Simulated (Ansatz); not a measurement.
**Frequency calculation, with input and output: SiH5SClO**

- system: SiH5SClO
- method: RKS PBE0/def2-SVP (Ansatz 0.2.0)

It belongs to a series of runs on one base structure; here: vibrations at the highest image of the band. Figures and captions count atoms from 1; the log counts them from 0 in places.

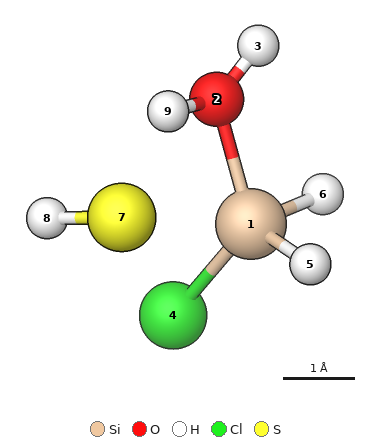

Fig. 1: The structure (ball-and-stick view, seen at a tilt; atoms are numbered from 1 in the order of the input). Bond lengths as drawn: Cl–Si 2.08 Å, H–O 0.97 to 1.11 Å, H–S 1.35 Å, H–Si 1.49 to 1.51 Å and O–Si 1.84 Å.

**The input**
```yaml
crystal:
  periodic: [false, false, false]
  atoms:
    - { symbol: Si, position_ang: [0.151985, 0.196248, 0.01532] }
    - { symbol: O, position_ang: [-0.059891, 0.024181, 1.834382] }
    - { symbol: H, position_ang: [-0.808017, -0.420024, 2.264439] }
    - { symbol: Cl, position_ang: [1.899096, -0.417518, -0.935354] }
    - { symbol: H, position_ang: [-0.69911, 1.226486, -0.637545] }
    - { symbol: H, position_ang: [-0.637524, -1.071147, -0.17664] }
    - { symbol: S, position_ang: [1.31962, 2.133912, 1.109289] }
    - { symbol: H, position_ang: [2.496883, 1.521072, 1.361811] }
    - { symbol: H, position_ang: [0.394058, 1.001589, 2.0945] }
basis:
  gaussian: { orbitals: def2-SVP }
hamiltonian:
  xc: pbe0
phonons: {}
```

Hardware: 2 threads of Arm Neoverse V2, 24 GiB of memory available, shared host.

Run as:
```bash
ansatz run input.yaml --threads 2 --pin off --max-ram 3072MiB --backend cpu --events-out ev --progress --plain --runs-dir out
```

**Output**
```
Engine: ansatz 0.2.0, aarch64-unknown-linux-gnu
Functional definition: PBE0
  parameter a = 0.25
  parameter kappa = 0.804
  parameter beta = 0.06672455060314922
  exchange = (1 - a)*pbe_x(kappa = kappa, mu = beta*pi^2/3) + a*exact_x
  correlation = pbe_c(beta = beta)
937 factors; integrals over basis functions are off by at most 4.0e-4 eV
mean field evaluation 1: about -33337.8281 eV, gradient 3.7e1 eV
mean field evaluation 2: about -33335.7305 eV, gradient 5.1e1 eV
mean field evaluation 4: about -33340.2598 eV, gradient 1.6e0 eV
mean field evaluation 8: about -33340.2657 eV, gradient 7.6e-2 eV
mean field -33340.26568419 eV, -1225.2321650503 hartree, gradient 2.9e-5 eV, S^2 0.000000; 0 other end points of the search recorded, 0 dependent functions left out
the calculation of the forces begins
reference -33340.26570758 eV, -1225.2321659097 hartree; 30, 30 occupied and 63, 63 virtual orbitals, 937 factors
these checks for a lower state are left out or cut short: stability, starts, cluster_reference, orbital_swaps, neighbouring_geometries, increment
937 factors; integrals over basis functions are off by at most 4.0e-4 eV
mean field evaluation 16: about -33340.2671 eV, gradient 1.3e-1 eV
mean field -33340.26559552 eV, -1225.2321617917 hartree, gradient 1.4e-6 eV, S^2 0.000000; 0 other end points of the search recorded, 0 dependent functions left out
[... from here on the field's lines of each further geometry are left out, up to the last ...]
the calculation of the forces begins
reference -33340.26568126 eV, -1225.2321649426 hartree; 30, 30 occupied and 63, 63 virtual orbitals, 937 factors
these checks for a lower state are left out or cut short: stability, starts, cluster_reference, orbital_swaps, neighbouring_geometries, increment
937 factors; integrals over basis functions are off by at most 4.0e-4 eV
mean field -33340.26566011 eV, -1225.2321641651 hartree, gradient 1.2e-6 eV, S^2 0.000000; 0 other end points of the search recorded, 0 dependent functions left out
the calculation of the forces begins
reference -33340.26568349 eV, -1225.2321650245 hartree; 30, 30 occupied and 63, 63 virtual orbitals, 937 factors
WARN: phonons: modes at or below zero, which the zero-point energy, F, S and C_V leave out: 1, the lowest at -575.22 cm⁻¹. A minimum has none, and a first-order saddle one
Total energy: -33340.26570758 eV, -1225.2321659097 hartree
Atom 0 at     0.151985     0.196248     0.015320 Å, force     0.000811     0.000862    -0.000904 eV/Å
Atom 1 at    -0.059891     0.024181     1.834382 Å, force    -0.000671     0.002715     0.001828 eV/Å
Atom 2 at    -0.808017    -0.420024     2.264439 Å, force     0.000609    -0.000697    -0.000003 eV/Å
Atom 3 at     1.899096    -0.417518    -0.935354 Å, force    -0.000082     0.000310     0.000171 eV/Å
Atom 4 at    -0.699110     1.226486    -0.637545 Å, force    -0.000204    -0.000263    -0.000056 eV/Å
Atom 5 at    -0.637524    -1.071147    -0.176640 Å, force    -0.000036     0.000048     0.000232 eV/Å
Atom 6 at     1.319620     2.133912     1.109289 Å, force     0.000713    -0.000047    -0.001048 eV/Å
Atom 7 at     2.496883     1.521072     1.361811 Å, force    -0.000252    -0.000049     0.000218 eV/Å
Atom 8 at     0.394058     1.001589     2.094500 Å, force    -0.000888    -0.002879    -0.000438 eV/Å
Dipole moment:    -0.469518    -0.298695     0.620782 e Å
Vibrations: -575.22 113.23 179.76 231.17 318.80 389.09 451.55 513.03 546.48 630.51 723.78 841.33 851.31 1033.98 1052.44 1113.54 1966.02 2157.32 2246.26 2719.34 3785.13 cm⁻¹, zero-point energy 1.355401 eV
```

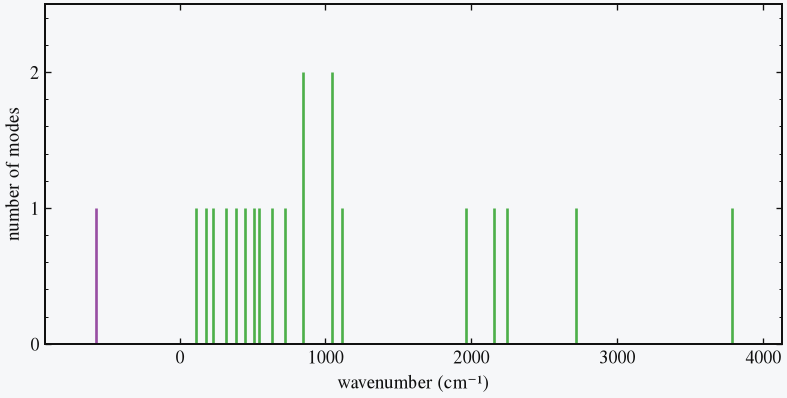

Fig. 2: Harmonic vibrational wavenumbers from the force constants; neighbouring modes closer than 20 cm⁻¹ are counted in one stick, and imaginary ones are drawn at negative wavenumbers. 21 modes from 575i to 3785 cm⁻¹, 1 imaginary beyond 8i (575i cm⁻¹): a first-order saddle point, if the geometry is stationary.

**Summary**

| quantity | value |
| --- | --- |
| outcome | converged |
| total energy | −33340.2657 eV |
| mean-field energy | −33340.2657 eV |
| largest force (length of the vector) | 0.003 eV/Å |
| wall time | 78 s (CPU time 2.5 min) |
| peak memory | 0.2 GiB |
